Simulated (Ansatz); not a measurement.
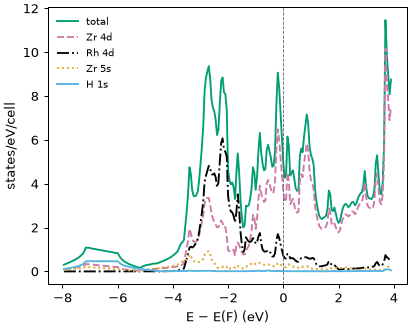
Figure. Total and projected density of states of Zr$_{3}$HRh in space group Pm-3m (No. 221; Rh on 1a, Zr on 3c, H on 1b), plane-wave PAW PBE (Ansatz code)

Which orbitals carry the states next to the Fermi level?

Within 0.5 eV of the Fermi level: Zr 4d 73 %, Rh 4d 15 %. Projections are on Löwdin-orthogonalised atomic valence shells; empty p or d shells of many metals are not among them.

Where is the tallest occupied peak in this window, and what makes it?

Near -2.7 eV, about 9.4 states/eV per cell; the largest projected share is Rh 4d.

The start of the workflow was typed in or built on a structure type; neither database checked (COD, Materials Project) lists it. Whether it is the stable phase at ambient conditions was not checked. The cell was relaxed with PBE under the symmetry of its start; its stability against distortions is not shown here. The run is not spin-polarised. Scalar-relativistic: spin–orbit coupling is off unless named, which matters more the heavier the elements.

Potentials: the earlier of the program's two PAW sets.
